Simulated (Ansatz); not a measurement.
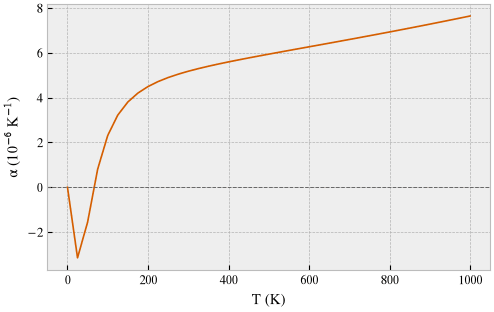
Fig. 1. Linear thermal expansion of zinc blende CdTe from the quasi-harmonic free energy, Ansatz (a quantum-chemistry and plane-wave program), LDA functional, plane-wave PAW

Dynamical quadrupoles are not included in the interpolation of the phonons between the solved wave vectors. Spin-orbit coupling is not included.

Problem. Read off α at 500 K, and say whether it is negative anywhere.

Solution. About 5.9 × 10⁻⁶ K⁻¹. It is negative at low temperature and turns positive near 66 K; the lowest value on the 25 K grid is -3.2 × 10⁻⁶ K⁻¹.

The PAW data sets were generated under PBE and serve the other functionals too.
